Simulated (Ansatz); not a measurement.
Consider C2H4AlNS (SMILES [NH2][Al]1[CH]=[C]1S).

```yaml
atoms:
  - { symbol: N, position_ang: [0.7165, 0.6656, -2.0979] }
  - { symbol: Al, position_ang: [0.4527, 0.0924, -0.4601] }
  - { symbol: C, position_ang: [-0.0791, 0.0588, 1.3021] }
  - { symbol: C, position_ang: [0.5270, -1.1163, 0.9561] }
  - { symbol: S, position_ang: [0.7982, -2.5062, 1.9854] }
  - { symbol: H, position_ang: [0.4425, 1.5654, -2.4429] }
  - { symbol: H, position_ang: [1.1640, 0.1429, -2.8260] }
  - { symbol: H, position_ang: [-0.4916, 0.3226, 2.2717] }
  - { symbol: H, position_ang: [1.4060, -3.2897, 1.0945] }
```

Method: Ansatz, RHF/def2-SVP.

What will maps of the electron density and electron localisation function show?

Answer. C–C (1.37 Å): ρ at the midpoint is about 2.2 e/Å³; the ELF peaks at about 0.90 between the atoms: a covalent bond.
C–S (1.75 Å): the density is about 1.4 e/Å³ at the midpoint; the ELF peaks at about 0.95 between the atoms; a shared electron pair.
Al–N (1.76 Å): ρ is about 0.86 e/Å³ halfway; the ELF peaks at about 0.90 in the valence shell of N, 0.7 Å from its nucleus, and is about 0.50 at the midpoint.
C–Al (1.84 Å): ρ at the midpoint is about 0.7 e/Å³; the ELF peaks at about 0.80 in the valence shell of C, 0.7 Å from its nucleus, and is about 0.40 at the midpoint.

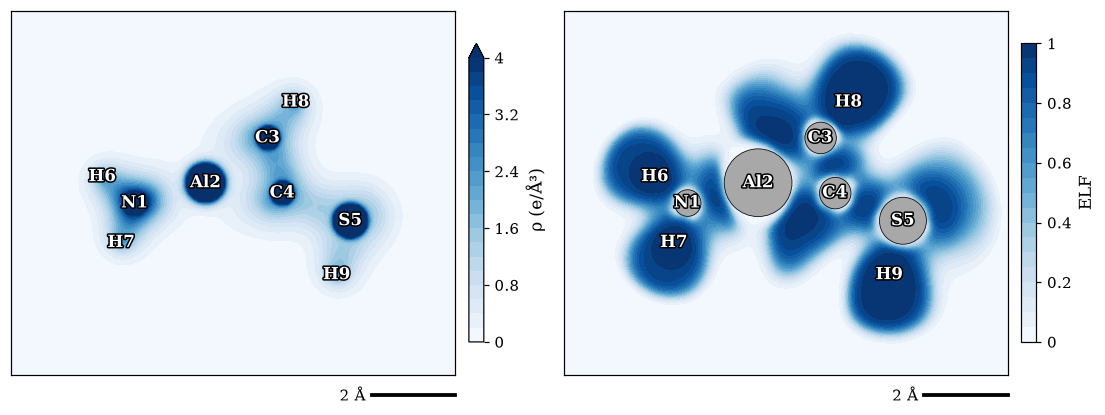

Computed electron density and electron localisation function on the molecular plane, in this order. Grey discs cover the atomic cores in the ELF map. 
